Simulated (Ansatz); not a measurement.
# GeTe (SMILES [Ge][Te]): RPA@PBE/def2-TZVP (core potential)

Aim: the electronic atomisation energy of GeTe at RPA@PBE/def2-TZVP (core potential), from 3 runs. 

The calculation is run with Ansatz 0.2.0.

37 further runs of the same task are left out: 1 that didn't finish, 36 set aside as unsound or not needed.

## 1. The molecule

GeTe: 2 atoms, total charge 0, spin state singlet. SMILES: `[Ge][Te]`. The bond length is the measured one.

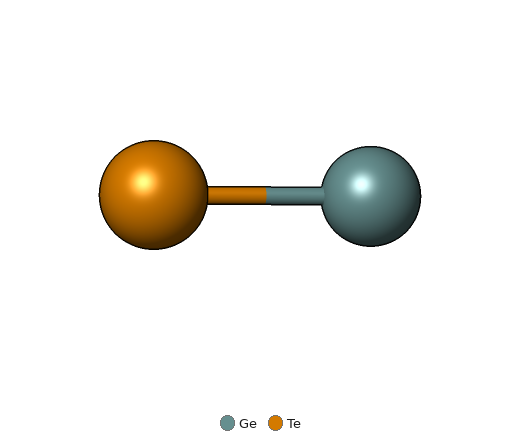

Viewed from a chosen angle; germanium teal, tellurium orange.

## 2. A single-point energy at RPA@PBE/def2-TZVP (core potential)

The input, molecule.yaml:

```yaml
crystal:
  periodic: [false, false, false]
  atoms:
    - symbol: Ge
      position_ang: [0.000000, 0.000000, 0.000000]
    - symbol: Te
      position_ang: [0.000000, 0.000000, 2.340165]
basis:
  gaussian:
    orbitals: def2-TZVP
hamiltonian:
  xc: pbe
correlation:
  method: rpa
  frozen_orbitals: {Ge: 9, Te: 4}
accuracy: high
```

Started as:

```sh
$ ansatz run molecule.yaml --threads 1 --pin off --max-ram 3480MiB --events-out events.jsonl --progress --plain --runs-dir runs
```

What it wrote:

```text
Warning: RAYON_NUM_THREADS=1 ignored (pool sized by the plan → 1); use --threads N
Functional definition: PBE
  name "PBE"
  parameter kappa = 0.804
  parameter beta = 0.06672455060314922
  exchange = pbe_x(kappa = kappa, mu = beta*pi^2/3)
  correlation = pbe_c(beta = beta)
1505 factors; integrals over basis functions are off by at most 4.6e-9 eV
mean field evaluation 1: about -63802.8686 eV, gradient 2.3e1 eV
mean field evaluation 2: about -63802.8684 eV, gradient 2.3e1 eV
mean field evaluation 4: about -63801.2969 eV, gradient 2.6e1 eV
mean field evaluation 8: about -63803.8521 eV, gradient 2.7e-1 eV
mean field evaluation 16: about -63803.8522 eV, gradient 2.0e-5 eV
mean field -63803.85219307 eV, -2344.7483202911 hartree, gradient 1.8e-8 eV, S^2 0.000000; 0 other end points of the search recorded, 0 dependent functions left out
13 core orbitals not correlated: weight in the atoms' cores, before any rotation towards them, 1.000 or more for the frozen orbitals, at most 0.000 for the correlated occupied ones
reference -63739.07317824 eV, -2342.3677354047 hartree; 15, 15 occupied and 70, 70 virtual orbitals, 1505 factors
Total energy: -63763.75735933 eV, -2343.2748623283 hartree
```

Run time: 9.9 s. Hardware: 1 thread of Arm Neoverse V1, shared host; peak memory 0.3 GiB.

## 3. The Ge atom

The input, input.yaml:

```yaml
crystal:
  periodic: [false, false, false]
  atoms:
    - {symbol: Ge, position_ang: [0.000000, 0.000000, 0.000000]}
basis:
  gaussian:
    orbitals: def2-TZVP
magnetization:
  spin_polarized: true
  initial_magnetization: 2
hamiltonian:
  xc: {name: PBE}
correlation:
  method: rpa
  frozen_orbitals: {Ge: 9}
accuracy: high
```

Run the same way, it converges to -2075.60322 Eh (log not shown).

## 4. The Te atom, same level

The input, in.yaml:

```yaml
crystal:
  periodic: [false, false, false]
  atoms:
    - {symbol: Te, position_ang: [0.000000, 0.000000, 0.000000]}
basis:
  gaussian:
    orbitals: def2-TZVP
magnetization:
  spin_polarized: true
  initial_magnetization: 2
hamiltonian:
  xc: pbe
correlation:
  method: rpa
  frozen_orbitals: {Te: 4}
accuracy: high
```

Started as:

```sh
$ ansatz run in.yaml --threads 1 --pin off --max-ram 3480MiB --events-out events.jsonl --progress --plain --runs-dir runs
```

What it wrote, shortened:

```text
Warning: RAYON_NUM_THREADS=1 ignored (pool sized by the plan → 1); use --threads N
[... 2 set-up lines as earlier in the session ...]
[...]
522 factors; integrals over basis functions are off by at most 2.7e-9 eV
[...]
mean field -7291.91947372 eV, -267.9730980187 hartree, gradient 2.8e-8 eV, S^2 2.002658; 6 other end points of the search recorded, 0 dependent functions left out
4 core orbitals not correlated: weight in the atoms' cores, before any rotation towards them, 1.000 or more for the frozen orbitals, at most 0.000 for the correlated occupied ones
reference -7265.33545354 eV, -266.9961532962 hartree; 9, 7 occupied and 37, 39 virtual orbitals, 522 factors
Total energy: -7279.70983001 eV, -267.5244018884 hartree
```

Run time: 6.3 s. Hardware: 1 thread of Arm Neoverse V1, shared host; peak memory 0.14 GiB.

## 5. Summary of results

At RPA@PBE/def2-TZVP (core potential), 13 core orbitals frozen:

| quantity | value |
| --- | --- |
| molecule: total energy | -2343.27486 Eh |
| molecule: RPA correlation energy (valence) | -907.1 mEh |
| Ge atom: total energy | -2075.60322 Eh |
| Ge atom: RPA correlation energy (valence) | -300.3 mEh |
| Ge atom: ⟨S²⟩ of the reference determinant | 2.002 |
| Te atom: total energy | -267.52440 Eh |
| Te atom: RPA correlation energy (valence) | -528.2 mEh |
| Te atom: ⟨S²⟩ of the reference determinant | 2.003 |
| electronic atomisation energy | 4.007 eV |

What this shows: Taking the molecule apart into free atoms costs 4.01 eV (387 kJ/mol), before zero-point energy and without spin-orbit coupling.
